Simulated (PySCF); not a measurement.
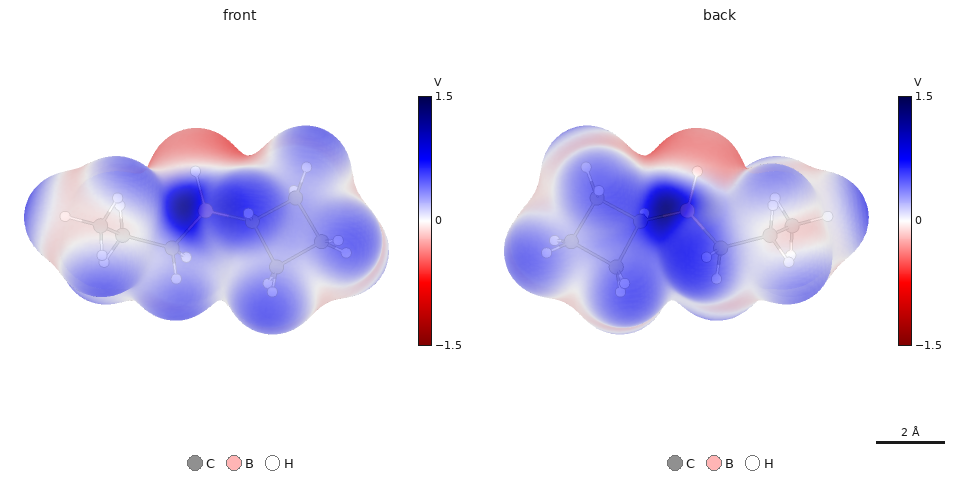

Figure. C₇H₁₅B (SMILES CCCBC1CCC1). The molecular electrostatic potential painted on the density surface at 0.002 e/bohr³, seen from the front and from behind; the colour scale runs from red (negative) to blue (positive).

Geometry: PBE0-D3(BJ)/def2-SVP.

All numbers below come from PySCF 2.14.0, PBE0/pcSseg-1, SCF density, gas phase, non-relativistic.

```yaml
atoms:
  - { symbol: C, position_ang: [-3.3599, 0.0865, 0.4499] }
  - { symbol: C, position_ang: [-2.6284, -0.6539, -0.6593] }
  - { symbol: C, position_ang: [-1.1359, -0.7972, -0.3764] }
  - { symbol: B, position_ang: [-0.2617, 0.4990, -0.4064] }
  - { symbol: C, position_ang: [1.1316, 0.5964, 0.2891] }
  - { symbol: C, position_ang: [2.3759, 1.1429, -0.4653] }
  - { symbol: C, position_ang: [3.2466, 0.1496, 0.3273] }
  - { symbol: C, position_ang: [1.9757, -0.6357, 0.7026] }
  - { symbol: H, position_ang: [-3.2649, -0.4425, 1.4125] }
  - { symbol: H, position_ang: [-4.4341, 0.1937, 0.2340] }
  - { symbol: H, position_ang: [-2.9470, 1.0996, 0.5893] }
  - { symbol: H, position_ang: [-2.7659, -0.1129, -1.6113] }
  - { symbol: H, position_ang: [-3.0908, -1.6456, -0.8031] }
  - { symbol: H, position_ang: [-0.9535, -1.3788, 0.5465] }
  - { symbol: H, position_ang: [-0.6528, -1.4096, -1.1716] }
  - { symbol: H, position_ang: [-0.6557, 1.4721, -1.0264] }
  - { symbol: H, position_ang: [0.9535, 1.2382, 1.1780] }
  - { symbol: H, position_ang: [2.6006, 2.2160, -0.3698] }
  - { symbol: H, position_ang: [2.3450, 0.8979, -1.5393] }
  - { symbol: H, position_ang: [4.0372, -0.3862, -0.2198] }
  - { symbol: H, position_ang: [3.7008, 0.6278, 1.2091] }
  - { symbol: H, position_ang: [1.8865, -0.9972, 1.7385] }
  - { symbol: H, position_ang: [1.8063, -1.4923, 0.0298] }
```

Describe the electrostatic potential map.

Answer. The most negative region (about −0.4 V) lies over H16, the most positive (about +1.1 V) over B4.

How polar is the molecule by this calculation?

Answer. Its dipole moment is 0.47 D.
